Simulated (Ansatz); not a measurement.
# singlet InHF+ at 6 levels

Aim: a comparison of 6 runs (HF/STO-3G, r2SCAN0/STO-3G, revPBE/STO-3G, RPA@PBE/STO-3G, CCSDT/STO-3G, FCI/STO-3G) of singlet InHF+. 

The results are computed with Ansatz 0.2.0.

65 further runs of the same task are left out: 9 that didn't finish, 56 set aside as unsound or not needed.

## 1. The structure to begin with

The species is InHF+ (3 atoms), meant as a singlet with charge +1. As SMILES of the parent species, `[F][InH]`. Geometry: relaxed at PBE0-D4/def2-TZVP. That shape belongs to the parent species and isn't relaxed for this state.

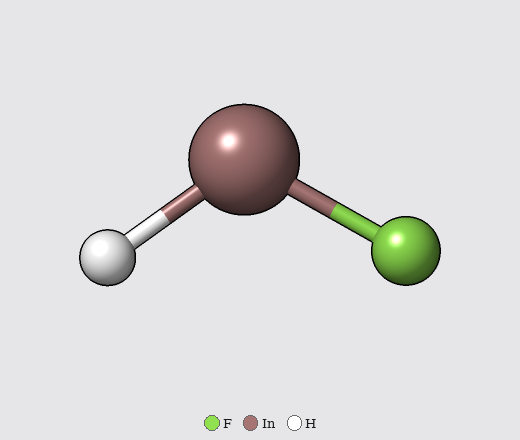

The structure, seen from a chosen angle (fluorine green, indium brown, hydrogen white).

## 2. The energy at HF/STO-3G (run 1)

File molecule.yaml:

```yaml
crystal:
  periodic: [false, false, false]
  atoms:
    - {symbol: F, position_ang: [1.088400, 0.989500, 0.694300]}
    - {symbol: In, position_ang: [-0.522500, 0.355100, -0.244800]}
    - {symbol: H, position_ang: [-0.576900, -1.409400, -0.462800]}
basis:
  gaussian:
    orbitals: STO-3G
total_charge: 1
hamiltonian:
  xc: hf
accuracy: high
```

The run is started by

```console
$ ansatz run molecule.yaml --threads 1 --pin off --max-ram 2610MiB --events-out events.jsonl --progress --plain --runs-dir runs
```

What it wrote:

```text
Warning: RAYON_NUM_THREADS=1 ignored (pool sized by the plan → 1); use --threads N
Functional definition: HF
  name "HF"
  exchange = exact_x
  correlation = 0
590 factors; integrals over basis functions are off by at most 4.0e-9 eV
mean field evaluation 1: about -157310.0939 eV, gradient 2.6e1 eV
mean field evaluation 2: about -157310.1290 eV, gradient 2.6e1 eV
mean field evaluation 4: about -157315.9790 eV, gradient 3.9e0 eV
mean field evaluation 8: about -157316.1889 eV, gradient 2.0e-1 eV
mean field evaluation 16: about -157316.1894 eV, gradient 1.2e-8 eV
mean field -157316.18937595 eV, -5781.2633268233 hartree, gradient 1.2e-8 eV, S^2 0.000000; 0 other end points of the search recorded, 0 dependent functions left out
reference -157316.18937595 eV, -5781.2633268233 hartree; 29, 29 occupied and 4, 4 virtual orbitals, 590 factors
Total energy: -157316.18937595 eV, -5781.2633268233 hartree
```

It took 0.44 s on 1 thread of Arm Neoverse V2, shared host.

## 3. The energy at r2SCAN0/STO-3G (run 2)

File input.yaml:

```yaml
crystal:
  periodic: [false, false, false]
  atoms:
    - symbol: F
      position_ang: [1.088400, 0.989500, 0.694300]
    - symbol: In
      position_ang: [-0.522500, 0.355100, -0.244800]
    - symbol: H
      position_ang: [-0.576900, -1.409400, -0.462800]
basis:
  gaussian:
    orbitals: STO-3G
total_charge: 1
hamiltonian:
  xc: {name: r2SCAN0}
accuracy: high
```

The run is started by

```console
$ ansatz run input.yaml --threads 1 --pin off --max-ram 2610MiB --events-out events.jsonl --progress --plain --runs-dir runs
```

What it wrote:

```text
Warning: RAYON_NUM_THREADS=1 ignored (pool sized by the plan → 1); use --threads N
Functional definition: r2SCAN0
  name "r2SCAN0"
  parameter a = 0.25
  parameter k0 = 0.174
  parameter k1 = 0.065
  parameter a1 = 4.9479
  exchange = (1 - a)*r2scan_x(k0 = k0, k1 = k1, a1 = a1) + a*exact_x
  correlation = r2scan_c
590 factors; integrals over basis functions are off by at most 4.0e-9 eV
mean field evaluation 1: about -157379.3434 eV, gradient 2.8e1 eV
mean field evaluation 2: about -157211.3747 eV, gradient 1.8e2 eV
mean field evaluation 4: about -157386.4037 eV, gradient 9.3e0 eV
mean field evaluation 8: about -157386.7081 eV, gradient 2.0e-1 eV
mean field evaluation 16: about -157386.7083 eV, gradient 3.4e-6 eV
mean field -157386.70833107 eV, -5783.8548506245 hartree, gradient 3.8e-8 eV, S^2 0.000000; 0 other end points of the search recorded, 0 dependent functions left out
reference -157386.70833135 eV, -5783.8548506345 hartree; 29, 29 occupied and 4, 4 virtual orbitals, 590 factors
Total energy: -157386.70833135 eV, -5783.8548506345 hartree
```

Run time: 3.9 s. Hardware: 1 thread of Arm Neoverse V2, shared host; peak memory 0.14 GiB.

Runs 3 to 5 aren't shown in full; the table further down has their settings and results.

## 4. The energy at FCI/STO-3G (run 6)

molecule.yaml: that of step 2 with these lines changed.

```diff
@@ -10,4 +10,5 @@
 total_charge: 1
-hamiltonian:
-  xc: hf
+correlation:
+  method: fci
+  frozen_orbitals: {F: 1, H: 0, In: 18}
 accuracy: high
```

The run is started by

```console
$ ansatz run molecule.yaml --threads 1 --pin off --max-ram 2610MiB --events-out events.jsonl --progress --plain --runs-dir runs
```

What it wrote:

```text
Warning: RAYON_NUM_THREADS=1 ignored (pool sized by the plan → 1); use --threads N
Functional definition: HF
  name "HF"
  exchange = exact_x
  correlation = 0
590 factors; integrals over basis functions are off by at most 4.0e-9 eV
mean field evaluation 1: about -157310.0939 eV, gradient 2.6e1 eV
mean field evaluation 2: about -157310.1290 eV, gradient 2.6e1 eV
mean field evaluation 4: about -157315.9790 eV, gradient 3.9e0 eV
mean field evaluation 8: about -157316.1889 eV, gradient 2.0e-1 eV
mean field evaluation 16: about -157316.1894 eV, gradient 1.2e-8 eV
mean field -157316.18937595 eV, -5781.2633268233 hartree, gradient 1.2e-8 eV, S^2 0.000000; 0 other end points of the search recorded, 0 dependent functions left out; unrestricted orbitals would lower it
19 core orbitals not correlated: weight in the atoms' cores, before any rotation towards them, 1.000 or more for the frozen orbitals, at most 0.000 for the correlated occupied ones
reference -157316.18937595 eV, -5781.2633268233 hartree; 10, 10 occupied and 4, 4 virtual orbitals, 590 factors
state -157318.76887873 eV, -5781.3581218019 hartree
Total energy: -157318.76887873 eV, -5781.3581218019 hartree
```

Run time: 2.6 s. Hardware: 1 thread of Arm Neoverse V2, shared host; peak memory 0.12 GiB.

## 5. The series

```tsv
run	level	frozen core orbitals	energy (Eh)	wall time
1	HF/STO-3G	–	-5781.263327	0.44 s
2	r2SCAN0/STO-3G	–	-5783.854851	3.9 s
3	revPBE/STO-3G	–	-5783.251574	1.4 s
4	RPA@PBE/STO-3G	19	-5781.395441	2 s
5	CCSDT/STO-3G	19	-5781.357502	0.91 s
6	FCI/STO-3G	19	-5781.358122	2.6 s
```

## 6. Results

| quantity | value |
| --- | --- |
| run 6: total energy | -5781.35812 Eh |
| run 6: correlation energy (19 core orbitals frozen) | -94.8 mEh |

In words: Against full CI in this basis: HF +94.8 mEh; CCSDT +0.6 mEh. Totals of different functionals can't be ranked against each other. In run 5 the log says that unrestricted orbitals would lower the reference, so the values rest on an unstable closed-shell determinant (other closed-shell runs at this shape may share the fault). In runs 1, 2, 3, 4, 5, 6 the basis is minimal, so the values are rough. In runs 1, 2, 3, 4, 5, 6 relativity is left out where basis or elements ask for it. All runs together took 11 s, the longest 3.9 s.
